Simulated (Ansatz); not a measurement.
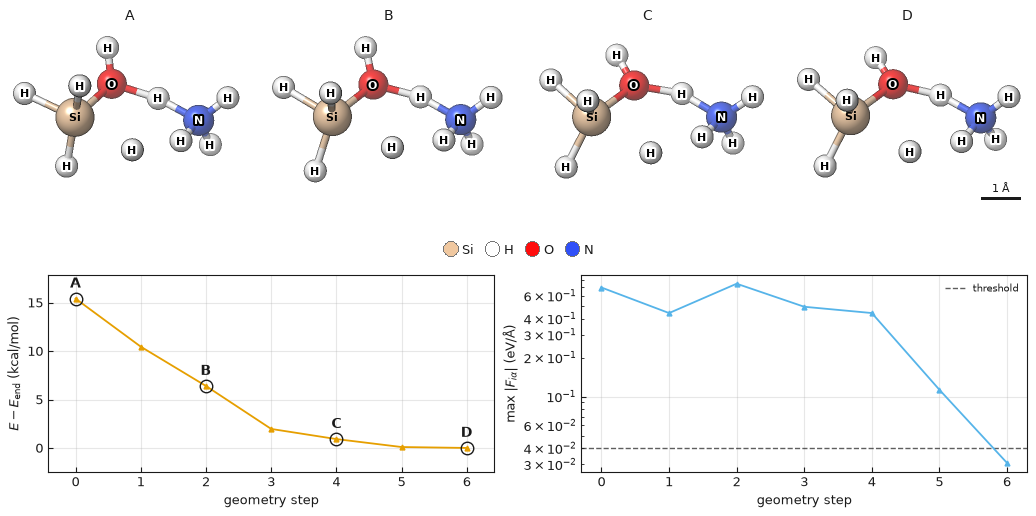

Frames of a constrained relaxation of SiNH$_{9}$O, marked on the history of the run. A ball-and-stick model, seen at a tilt.

The reaction that was planned forms Si1–O7, H6–N9, H2–H8 and breaks Si1–H2, H6–O7, H8–N9 (atoms numbered from 1 in input order).

Theory: Ansatz 0.2.0, RKS PBE0-D4/def2-SVP.

The input:
```yaml
crystal:
  periodic: [false, false, false]
  atoms:
    - {symbol: Si, position_ang: [-1.110000, 0.134100, -1.075900]}
    - {symbol: H, position_ang: [0.701300, -0.062700, -1.359100]}
    - {symbol: H, position_ang: [-1.154300, -1.278400, -1.502400]}
    - {symbol: H, position_ang: [-2.613400, 0.287000, -1.014600]}
    - {symbol: H, position_ang: [-0.839200, 1.559700, -1.302200]}
    - {symbol: H, position_ang: [0.319700, 0.001700, 0.986100]}
    - {symbol: O, position_ang: [-0.910100, 0.052600, 0.684900]}
    - {symbol: H, position_ang: [1.537700, -0.035600, -0.101600]}
    - {symbol: N, position_ang: [1.545000, -0.010800, 0.961800]}
    - {symbol: H, position_ang: [-1.426000, -0.661000, 1.051500]}
    - {symbol: H, position_ang: [1.986300, -0.828500, 1.361800]}
    - {symbol: H, position_ang: [1.963000, 0.841800, 1.309600]}
basis:
  gaussian: {orbitals: def2-SVP}
hamiltonian: {xc: pbe0, dispersion: d4}
relax: {f_tol: 0.04, max_steps: 150, escape_saddle: false, constraints: [{distance: [0, 6]}, {distance: [5, 8]}, {distance: [1, 7]}, {distance: [0, 1]}, {distance: [5, 6]}, {distance: [7, 8]}]}
```

Run as
```bash
ansatz run in.yaml --threads 4 --pin off --events-out ev --progress --plain --max-ram 9574MiB
```

### What happens along the run?

After 6 geometry steps the energy has fallen by 15.4 kcal/mol. The largest force component goes from 0.69 to 0.031 eV/Å. The largest move after the best rigid fit is that of H5, 0.64 Å. By element the largest moves are H 0.64 Å, O 0.18 Å, N 0.15 Å, Si 0.07 Å. Among the contacts that change: Si1–H4 1.512 → 1.551 Å, Si1–H5 1.469 → 1.502 Å, Si1–H3 1.476 → 1.502 Å, O7–H10 0.954 → 0.967 Å. Among the angles between lasting bonds that change: H3–Si1–H5 152.9° → 114.1°, H5–Si1–O7 100.2° → 123.0°, H3–Si1–O7 104.3° → 121.4°. From step 0 to 2: H5 moves most (0.38 Å), energy −9.02 kcal/mol. From step 2 to 4: H10 moves most (0.37 Å), energy −5.48 kcal/mol. From step 4 to 6: H atoms move most (0.15 Å), energy −0.91 kcal/mol.

| step | E − E(0), kcal/mol | largest force component, eV/Å |
| --- | --- | --- |
| 0 | 0.00 | 0.6946 |
| 1 | -4.96 | 0.4412 |
| 2 | -9.02 | 0.7434 |
| 3 | -13.45 | 0.4935 |
| 4 | -14.50 | 0.4413 |
| 5 | -15.32 | 0.1129 |
| 6 | -15.41 | 0.0308 |
